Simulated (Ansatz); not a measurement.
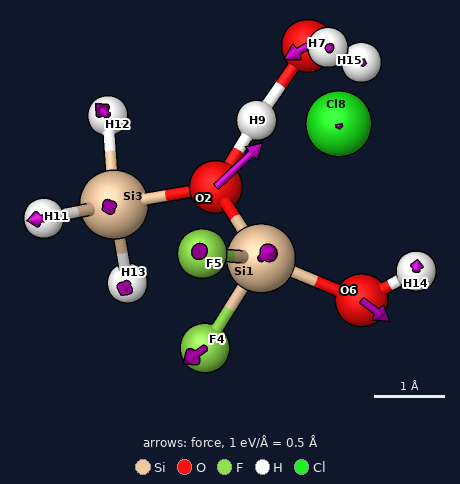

Starting geometry of Si2H7O3ClF2 with the computed forces as purple arrows. A ball-and-stick model, seen at a tilt.

The reaction that was planned forms Si1–Cl8, H7–O10, O2–H9 and breaks Si1–O2, H7–Cl8, H9–O10 (atoms numbered from 1 in input order).

All numbers below come from RKS PBE0-D4/def2-SVP (Ansatz). Settings: held fixed: the distance between atoms 1 (Si) and 8 (Cl), the distance between atoms 7 (H) and 10 (O), the distance between atoms 2 (O) and 9 (H), the distance between atoms 1 (Si) and 2 (O), the distance between atoms 7 (H) and 8 (Cl), the distance between atoms 9 (H) and 10 (O), counting from 1; force threshold 0.04 eV/Å; at most 150 steps.

Q: What follows when this structure is relaxed?

A: It isn't relaxed: the largest force vector, on an O atom, is 1.91 eV/Å. The final displacements have little in common with the starting forces (cosine between the two patterns 0.07). Over 12 geometry steps the energy falls by 0.291 eV. The largest force component goes from 1 to 0.022 eV/Å. The forces were under the threshold at step 9, but the run went on from there. The largest move after the best rigid fit is that of the Cl atom, 0.68 Å. Largest moves by element: Cl 0.68 Å, H 0.64 Å, F 0.47 Å, O 0.43 Å, Si 0.21 Å. Among the contacts that change: F–Si 2.843 → 2.492 Å, O–Si 1.682 → 1.752 Å, F–Si 1.622 → 1.667 Å, H–Si 1.462 → 1.493 Å. Among the angles between lasting bonds that change: Si–O–H 120.3° → 111.2°, F–Si–O 132.2° → 124.8°, Si–O–H 117.4° → 123.7°. Groups turn about O–Si by about 25°. The run took about 23 s of wall time on a shared GPU.
